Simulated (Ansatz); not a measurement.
**B₂SiH+ (triplet): from Hartree-Fock to the top rungs, cc-pVTZ**

How much of the correlation energy of B₂SiH+ (triplet) does each wave-function method recover here?

The runs use Ansatz 0.2.0, Gaussian basis; cc-pVTZ, core rule «outside noble gas», up to 7 orbitals frozen.

Plan: UHF; CCSD(T) on ROHF; CCSD(T) on UHF; BCCD(T) on ROHF; CCSDT(Q) on ROHF; CCSDT(Q) on UHF.

5 further runs of the same task are left out: 5 set aside as unsound or not needed.

**1. The geometry**

The geometry is a PBE0/def2-TZVP stationary point (not a proven minimum) of the parent state, kept for this charge and spin.

4 atoms, charge 1, spin multiplicity 3.

Atoms are counted from 1 here; the program's logs count them from 0.

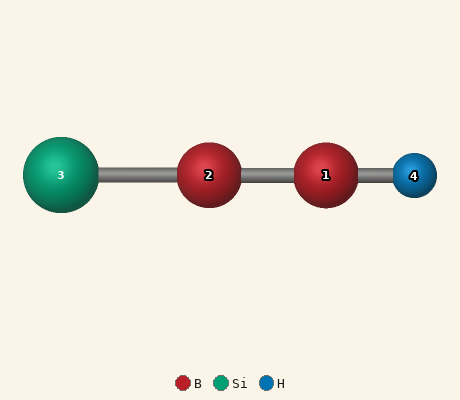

The structure; boron red, silicon teal, hydrogen blue; atoms are numbered from 1 in the order of the file.

**2. UHF**

in.yaml

```yaml
crystal:
  periodic: [false, false, false]
  atoms:
    - {symbol: B, position_ang: [0.000000, 0.000000, -0.976964]}
    - {symbol: B, position_ang: [0.000000, 0.000000, 0.578505]}
    - {symbol: Si, position_ang: [0.000000, 0.000000, 2.553858]}
    - {symbol: H, position_ang: [0.000000, 0.000000, -2.155400]}
basis:
  gaussian: {orbitals: cc-pVTZ}
total_charge: 1
magnetization: {spin_polarized: true, initial_magnetization: 2}
hamiltonian: {xc: hf}
output: {orbitals: {seedname: orbitals}}
```

Command:

```bash
$ ansatz run in.yaml --threads 1 --pin off --events-out ev --progress --plain --max-ram 4096MiB --backend cpu
```

After this run come: CCSD(T) on ROHF; CCSD(T) on UHF; BCCD(T) on ROHF; CCSDT(Q) on ROHF; CCSDT(Q) on UHF.

**Question.** What will the summary of the whole plan be? Wanted: RCCSDT(Q) below the RHF energy; RMP2 from RCCSDT(Q); UMP2 from RCCSDT(Q); RCCSD from RCCSDT(Q); RCCSD(T) from RCCSDT(Q); UCCSD(T) from RCCSDT(Q); UCCSDT(Q) from RCCSDT(Q); T1 diagnostic.

As calculated:

| quantity | value |
| --- | --- |
| RCCSDT(Q) below the RHF energy | -7.1701 eV |
| RMP2 from RCCSDT(Q) | +141.7 kJ/mol |
| UMP2 from RCCSDT(Q) | +144.4 kJ/mol |
| RCCSD from RCCSDT(Q) | +39.2 kJ/mol |
| RCCSD(T) from RCCSDT(Q) | +8.0 kJ/mol |
| UCCSD(T) from RCCSDT(Q) | +8.1 kJ/mol |
| UCCSDT(Q) from RCCSDT(Q) | -0.1 kJ/mol |
| levels within 1 kcal/mol (43 meV) | RCCSDT, UCCSDT, UCCSDT(Q) |
| T1 diagnostic | 0.022 |

What this shows: RCCSD(T) lands +8.0 kJ/mol from the yardstick (1.2 % of the correlation energy). These misses are within one basis, not against nature; the frozen cores of restricted and unrestricted runs differ, which can shift their rows.
